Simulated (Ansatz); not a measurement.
# Ge2H4 (triplet): wave-function methods side by side at a displaced geometry (v1), cc-pVDZ

How much of the correlation energy of Ge2H4 (triplet) does each wave-function method recover here?

Computed with Ansatz 0.2.0, Gaussian basis. Level: cc-pVDZ, core rule «outside noble gas», up to 28 orbitals frozen.

The runs, in order: UHF; CCSD(T) on ROHF; CCSD(T) on UHF; BCCD(T) on ROHF; CISD; CCSDT(Q) on ROHF; CCSDT(Q) on UHF.

15 further runs of the same task are left out: 4 that didn't finish, 11 set aside as unsound or not needed.

### Step 1. What is computed

The geometry is a PBE0/def2-TZVP stationary point (not a proven minimum) with its atoms shifted at random (size 0.040 Å). No spin-orbit coupling is included. The filled d shell of Ge may be among the frozen orbitals whatever the setting's name suggests; the logs give the count.

6 atoms, charge 0, spin multiplicity 3.

Atoms are counted from 1 here; the program's logs count them from 0.

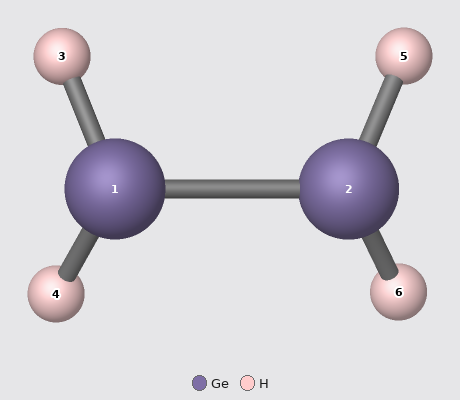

The geometry (germanium purple, hydrogen pink); atoms are numbered from 1 in the order of the file.

In the tables R marks a restricted open-shell determinant and U an unrestricted one; energies count from the table's Hartree-Fock row.

### Step 2. UHF

Input file in.yaml:

```yaml
crystal:
  periodic: [false, false, false]
  atoms:
    - {symbol: Ge, position_ang: [0.020521, 0.007829, 1.234341]}
    - {symbol: Ge, position_ang: [0.019688, -0.008313, -1.232058]}
    - {symbol: H, position_ang: [-0.642106, 1.303279, 1.753382]}
    - {symbol: H, position_ang: [-0.744883, -1.264100, 1.783185]}
    - {symbol: H, position_ang: [-0.787267, 1.256644, -1.869165]}
    - {symbol: H, position_ang: [-0.723557, -1.260939, -1.831981]}
basis:
  gaussian: {orbitals: cc-pVDZ}
magnetization: {spin_polarized: true, initial_magnetization: 2}
hamiltonian: {xc: hf}
output: {orbitals: {seedname: orbitals}}
```

Started as:

```console
$ ansatz run in.yaml --threads 1 --pin off --events-out ev --progress --plain --max-ram 2393MiB
```

Log:

```text
Functional definition: HF
  name "HF"
  cite "Fock, Z. Phys. 61, 126 (1930) doi:10.1007/BF01340294"
  parent pbe
  exchange = exact_x
  correlation = 0
826 factors; integrals over basis functions are off by at most 1.1e-3 eV
mean field evaluation 1: about -113006.0170 eV, gradient 8.5e0 eV
mean field evaluation 2: about -113006.0219 eV, gradient 8.5e0 eV
mean field evaluation 4: about -113007.1203 eV, gradient 9.9e-1 eV
mean field evaluation 8: about -113007.1424 eV, gradient 3.0e-4 eV
mean field -113007.14248506 eV, -4152.9358873335 hartree, gradient 2.5e-5 eV, S^2 2.009895; 0 other end points of the search recorded, 0 dependent functions left out
reference -113007.14248506 eV, -4152.9358873335 hartree; 35, 33 occupied and 39, 41 virtual orbitals, 826 factors
Total energy: -113007.14248506 eV, -4152.9358873335 hartree
```

Run time: 2.3 s. Hardware: 1 thread of Arm Neoverse V2, shared host.

From the report: ⟨S²⟩ of the determinant 2.010 (pure triplet: 2.00).

### Step 3. CCSD(T) on ROHF

in.yaml: that of step 2 with these lines changed.

```diff
@@ -11,4 +11,3 @@
   gaussian: {orbitals: cc-pVDZ}
-magnetization: {spin_polarized: true, initial_magnetization: 2}
-hamiltonian: {xc: hf}
-output: {orbitals: {seedname: orbitals}}
+magnetization: {spin_polarized: false, initial_magnetization: 2}
+correlation: {method: ccsd_t, electrons: outside_noble_gas}
```

Same command.

Log, cut to the lines that bear on the results:

```text
Functional definition: HF
  name "HF"
  cite "Fock, Z. Phys. 61, 126 (1930) doi:10.1007/BF01340294"
  parent pbe
[...]
826 factors; integrals over basis functions are off by at most 1.1e-3 eV
[...]
mean field -113007.04092475 eV, -4152.9321550611 hartree, gradient 2.2e-6 eV, S^2 2.000000; 0 other end points of the search recorded, 0 dependent functions left out
[...]
28 core orbitals not correlated: weight in the atoms' cores, before any rotation towards them, 0.999 or more for the frozen orbitals, at most 0.000 for the correlated occupied ones
reference -113007.04092475 eV, -4152.9321550611 hartree; 7, 5 occupied and 39, 41 virtual orbitals, 826 factors
second order -4.44553780 eV of doubles, -0.06171878 eV of singles
cycle   1  -5.32397483 eV  change   -8.2e-1 eV  update   7.1e-2
[...]
cycle  10  -5.64017247 eV  change   -4.4e-6 eV  update   1.3e-5
perturbative correction -0.14155122 eV, -0.0052019114 hartree
Total energy: -113012.82264844 eV, -4153.1446294878 hartree
```

Run time: 4.1 s. Hardware: 1 thread of Arm Neoverse V2, shared host.

From the report: correlation -5.7817 eV; T1 0.018; largest double amplitude 0.03.

### Step 4. CCSD(T) on UHF

in.yaml: that of step 3 with these lines changed.

```diff
@@ -11,3 +11,3 @@
   gaussian: {orbitals: cc-pVDZ}
-magnetization: {spin_polarized: false, initial_magnetization: 2}
+magnetization: {spin_polarized: true, initial_magnetization: 2}
 correlation: {method: ccsd_t, electrons: outside_noble_gas}
```

Launched as before.

Log, cut to the lines that bear on the results:

```text
Functional definition: HF
  name "HF"
  cite "Fock, Z. Phys. 61, 126 (1930) doi:10.1007/BF01340294"
  parent pbe
[...]
826 factors; integrals over basis functions are off by at most 1.1e-3 eV
[...]
mean field -113007.14248506 eV, -4152.9358873335 hartree, gradient 4.4e-6 eV, S^2 2.009895; 0 other end points of the search recorded, 0 dependent functions left out
28 core orbitals not correlated: weight in the atoms' cores, before any rotation towards them, 0.999 or more for the frozen orbitals, at most 0.000 for the correlated occupied ones
reference -113007.14248506 eV, -4152.9358873335 hartree; 7, 5 occupied and 39, 41 virtual orbitals, 826 factors
second order -4.41027032 eV of doubles, -0.00000000 eV of singles
cycle   1  -5.22606409 eV  change   -8.2e-1 eV  update   7.2e-2
[...]
cycle  10  -5.54808612 eV  change   -4.3e-6 eV  update   1.2e-5
perturbative correction -0.13959414 eV, -0.0051299901 hartree
Total energy: -113012.83016532 eV, -4153.1449057278 hartree
```

Run time: 3.1 s. Hardware: 1 thread of Arm Neoverse V2, shared host.

From the report: ⟨S²⟩ of the determinant 2.010 (pure triplet: 2.00); correlation -5.6877 eV; T1 0.013; largest double amplitude 0.03.

### Step 5. BCCD(T) on ROHF

in.yaml: that of step 4 with these lines changed.

```diff
@@ -11,3 +11,3 @@
   gaussian: {orbitals: cc-pVDZ}
-magnetization: {spin_polarized: true, initial_magnetization: 2}
-correlation: {method: ccsd_t, electrons: outside_noble_gas}
+magnetization: {spin_polarized: false, initial_magnetization: 2}
+correlation: {method: bccd_t, electrons: outside_noble_gas}
```

Launched as before.

Log, cut to the lines that bear on the results:

```text
Functional definition: HF
  name "HF"
  cite "Fock, Z. Phys. 61, 126 (1930) doi:10.1007/BF01340294"
  parent pbe
[...]
826 factors; integrals over basis functions are off by at most 1.1e-3 eV
[...]
mean field -113007.04092475 eV, -4152.9321550611 hartree, gradient 2.2e-6 eV, S^2 2.000000; 0 other end points of the search recorded, 0 dependent functions left out
[...]
28 core orbitals not correlated: weight in the atoms' cores, before any rotation towards them, 0.999 or more for the frozen orbitals, at most 0.000 for the correlated occupied ones
reference -113007.04092475 eV, -4152.9321550611 hartree; 7, 5 occupied and 39, 41 virtual orbitals, 826 factors
second order -4.44553780 eV of doubles, -0.06171878 eV of singles
cycle   1  -5.33966714 eV  change   -8.3e-1 eV  update   7.1e-2
[...]
cycle  10  -5.63700772 eV  change   -8.9e-6 eV  update   1.4e-5
perturbative correction -0.14559360 eV, -0.0053504662 hartree
Total energy: -113012.82352608 eV, -4153.1446617402 hartree
```

Run time: 4.1 s. Hardware: 1 thread of Arm Neoverse V2, shared host.

From the report: correlation -5.7826 eV; largest double amplitude 0.03.

### Step 6. CISD

in.yaml: that of step 5 with these lines changed.

```diff
@@ -12,2 +12,2 @@
 magnetization: {spin_polarized: false, initial_magnetization: 2}
-correlation: {method: bccd_t, electrons: outside_noble_gas}
+correlation: {active_space: {ras: {orbitals: [5, 2, 39], electrons: 12, max_holes: 2, max_particles: 2}, fixed_orbitals: true}}
```

The command is unchanged.

Log:

```text
Functional definition: HF
  name "HF"
  cite "Fock, Z. Phys. 61, 126 (1930) doi:10.1007/BF01340294"
  parent pbe
  exchange = exact_x
  correlation = 0
826 factors; integrals over basis functions are off by at most 1.1e-3 eV
mean field evaluation 1: about -113006.0113 eV, gradient 1.0e1 eV
mean field evaluation 2: about -113006.0159 eV, gradient 1.0e1 eV
mean field evaluation 4: about -113007.0298 eV, gradient 1.1e0 eV
mean field evaluation 8: about -113007.0409 eV, gradient 2.1e-3 eV
mean field -113007.04092475 eV, -4152.9321550611 hartree, gradient 2.2e-6 eV, S^2 2.000000; 0 other end points of the search recorded, 0 dependent functions left out
reference -113007.04092475 eV, -4152.9321550611 hartree; 35, 33 occupied and 39, 41 virtual orbitals, 826 factors
state -113012.21675279 eV, -4153.1223632331 hartree
Total energy: -113012.21675279 eV, -4153.1223632331 hartree
```

Run time: 4.6 s. Hardware: 1 thread of Arm Neoverse V2, shared host.

From the report: 333,226 determinants.

### Step 7. CCSDT(Q) on ROHF

in.yaml: that of step 6 with these lines changed.

```diff
@@ -12,2 +12,2 @@
 magnetization: {spin_polarized: false, initial_magnetization: 2}
-correlation: {active_space: {ras: {orbitals: [5, 2, 39], electrons: 12, max_holes: 2, max_particles: 2}, fixed_orbitals: true}}
+correlation: {method: ccsdt_q, electrons: outside_noble_gas}
```

Launched as before.

Log, cut to the lines that bear on the results:

```text
Functional definition: HF
  name "HF"
  cite "Fock, Z. Phys. 61, 126 (1930) doi:10.1007/BF01340294"
  parent pbe
[...]
1496 factors; integrals over basis functions are off by at most 1.7e-7 eV
[...]
mean field -113007.04109364 eV, -4152.9321612676 hartree, gradient 2.3e-6 eV, S^2 2.000000; 0 other end points of the search recorded, 0 dependent functions left out
[...]
28 core orbitals not correlated: weight in the atoms' cores, before any rotation towards them, 0.999 or more for the frozen orbitals, at most 0.000 for the correlated occupied ones
reference -113007.04109364 eV, -4152.9321612676 hartree; 7, 5 occupied and 39, 41 virtual orbitals, 1496 factors
second order -4.44558620 eV of doubles, -0.06171875 eV of singles
cycle   1  -5.32397933 eV  change   -8.2e-1 eV  update   7.9e-2
[...]
cycle  16  -5.81490326 eV  change    9.0e-7 eV  update   4.1e-7
perturbative correction -0.00518835 eV, -0.0001906682 hartree
Total energy: -113012.86118525 eV, -4153.1460456892 hartree
```

It took 100 s on 1 thread of Arm Neoverse V2, shared host; peak memory 0.92 GiB.

From the report: correlation -5.8201 eV; T1 0.018; largest double amplitude 0.04.

### Step 8. CCSDT(Q) on UHF

in.yaml: that of step 7 with these lines changed.

```diff
@@ -11,3 +11,3 @@
   gaussian: {orbitals: cc-pVDZ}
-magnetization: {spin_polarized: false, initial_magnetization: 2}
+magnetization: {spin_polarized: true, initial_magnetization: 2}
 correlation: {method: ccsdt_q, electrons: outside_noble_gas}
```

Launched as before.

Log, cut to the lines that bear on the results:

```text
Functional definition: HF
  name "HF"
  cite "Fock, Z. Phys. 61, 126 (1930) doi:10.1007/BF01340294"
  parent pbe
[...]
1496 factors; integrals over basis functions are off by at most 1.7e-7 eV
[...]
mean field -113007.14265425 eV, -4152.9358935514 hartree, gradient 4.2e-6 eV, S^2 2.009895; 0 other end points of the search recorded, 0 dependent functions left out
28 core orbitals not correlated: weight in the atoms' cores, before any rotation towards them, 0.999 or more for the frozen orbitals, at most 0.000 for the correlated occupied ones
reference -113007.14265425 eV, -4152.9358935514 hartree; 7, 5 occupied and 39, 41 virtual orbitals, 1496 factors
second order -4.41031828 eV of doubles, -0.00000000 eV of singles
cycle   1  -5.22606836 eV  change   -8.2e-1 eV  update   7.9e-2
[...]
cycle  16  -5.72116251 eV  change    9.5e-7 eV  update   4.3e-7
perturbative correction -0.00525528 eV, -0.0001931280 hartree
Total energy: -113012.86907204 eV, -4153.1463355235 hartree
```

It took 87 s on 1 thread of Arm Neoverse V2, shared host; peak memory 0.78 GiB.

From the report: ⟨S²⟩ of the determinant 2.010 (pure triplet: 2.00); correlation -5.7264 eV; T1 0.014; largest double amplitude 0.03.

### Step 9. All levels against the top one

The yardstick is UCCSDT(Q), where the cluster series has nearly closed. Rows without a time come out of other runs: HF, MP2 and CCSD of CCSD(T), CCSDT of CCSDT(Q).

Differences are taken before rounding.

| method | energy from the lowest RHF (kJ/mol) | from UCCSDT(Q) (kJ/mol) | time |
| --- | --- | --- | --- |
| RHF | 0.0 | +562.3 |  |
| UHF | -9.8 | +552.5 |  |
| RMP2 | -434.9 | +127.4 |  |
| UMP2 | -435.3 | +127.0 |  |
| CISD | -499.4 | +62.9 | 4.6 s |
| RCCSD | -544.2 | +18.1 |  |
| UCCSD | -545.1 | +17.2 |  |
| RCCSD(T) | -557.9 | +4.5 | 4.1 s |
| UCCSD(T) | -558.6 | +3.8 | 3.1 s |
| BCCD(T) | -557.9 | +4.4 | 4.1 s |
| RCCSDT | -561.1 | +1.3 |  |
| UCCSDT | -561.8 | +0.5 |  |
| RCCSDT(Q) | -561.6 | +0.8 | 100 s |
| UCCSDT(Q) | -562.3 | 0 | 87 s |

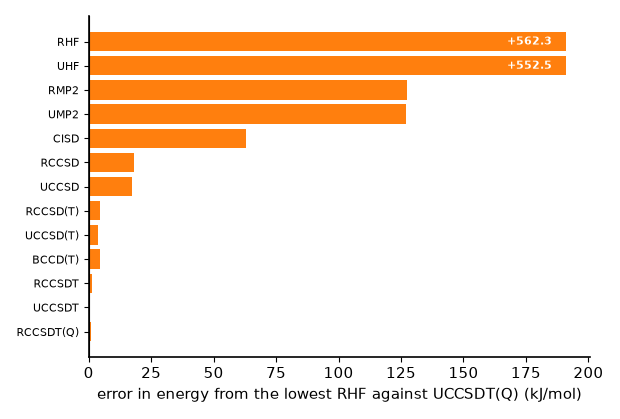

Error of each method against UCCSDT(Q). Bars with a number in them are cut short.

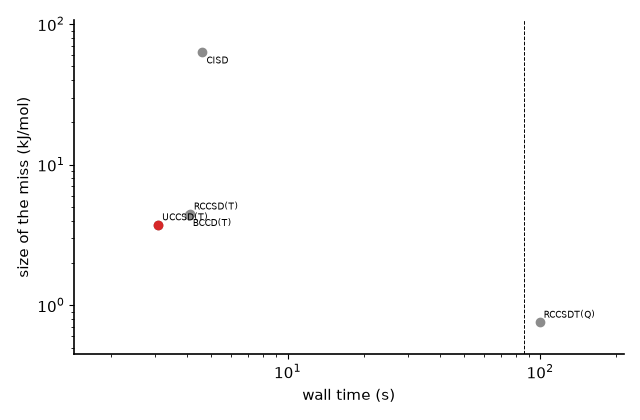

Miss against cost. Red marks the levels that no quicker level drawn beats (of those quicker than the yardstick), and the dashed line is the time of UCCSDT(Q). Times are from a shared host.

### Step 10. Summary of results

```
                         quantity                                value
   UCCSDT(Q) below the RHF energy                           -5.8281 eV
              RMP2 from UCCSDT(Q)                        +127.4 kJ/mol
              UMP2 from UCCSDT(Q)                        +127.0 kJ/mol
             RCCSD from UCCSDT(Q)                         +18.1 kJ/mol
          RCCSD(T) from UCCSDT(Q)                          +4.5 kJ/mol
          UCCSD(T) from UCCSDT(Q)                          +3.8 kJ/mol
         RCCSDT(Q) from UCCSDT(Q)                          +0.8 kJ/mol
levels within 1 kcal/mol (43 meV)  UCCSD(T), RCCSDT, UCCSDT, RCCSDT(Q)
                    T1 diagnostic                                0.018
```

RCCSD(T) misses by +4.5 kJ/mol, 0.8 % of the correlation energy. These misses are within one basis, not against nature; the frozen cores of restricted and unrestricted runs differ, which can shift their rows.

UCCSD(T) reaches 3.8 kJ/mol from the reference in 3.1 s, where UCCSDT(Q) took 87 s.
